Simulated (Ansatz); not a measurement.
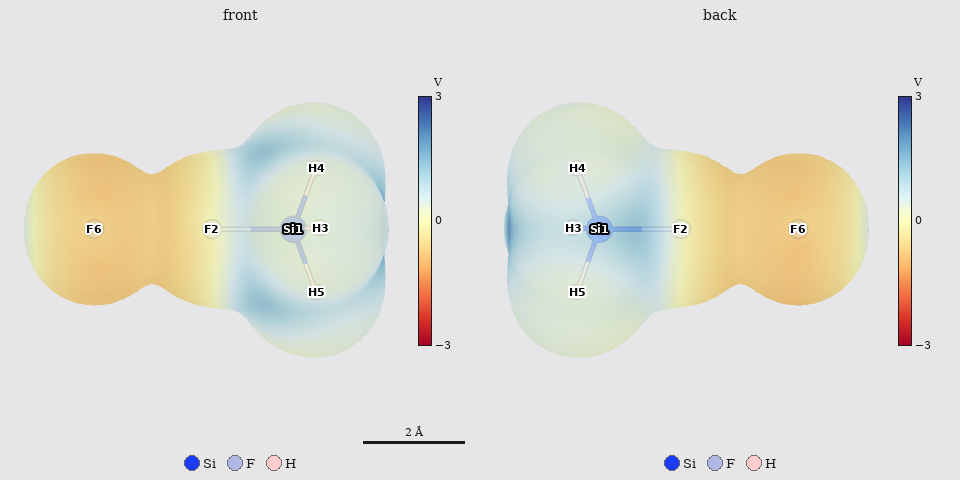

Figure 1: FH₃Si···F (doublet). The electrostatic potential painted on the density surface at 0.002 e/bohr³, seen from the front and from behind; red is negative and blue positive.

Not at a stationary point (largest force 1.0 eV/Å).

All numbers below come from UKS PBE/def2-SVP in Ansatz.

Input file:

```
crystal:
  periodic: [false, false, false]
  atoms:
    - { symbol: Si, position_ang: [0.0, 0.0, 0.0] }
    - { symbol: F, position_ang: [0.0, 0.0, 1.84] }
    - { symbol: H, position_ang: [1.3768, 0.0, -0.4862] }
    - { symbol: H, position_ang: [-0.6877, 1.1914, -0.4862] }
    - { symbol: H, position_ang: [-0.6877, -1.1914, -0.4862] }
    - { symbol: F, position_ang: [0.0, 0.0, 3.28] }
magnetization:
  spin_polarized: true
  initial_magnetization: 1
basis:
  gaussian: { orbitals: def2-SVP }
hamiltonian:
  xc: pbe
relax:
  f_tol: 0.15
  max_steps: 25
  restrain:
    - { distance: [1, 5], at: 2.34, k: 30.0 }
    - { distance: [0, 1], at: 1.59, k: 30.0 }
output:
  orbitals: {}
```

Run with:

```sh
ansatz run input.yaml --threads 1 --pin off --max-ram 2048MiB --backend cpu --events-out ev --progress --plain --runs-dir out
```

The fields are those of the run's last geometry, not of the input's.

**Describe the electrostatic potential map.**

The most negative region (about −0.8 V) lies over F6, the most positive (about +2.0 V) over Si1.
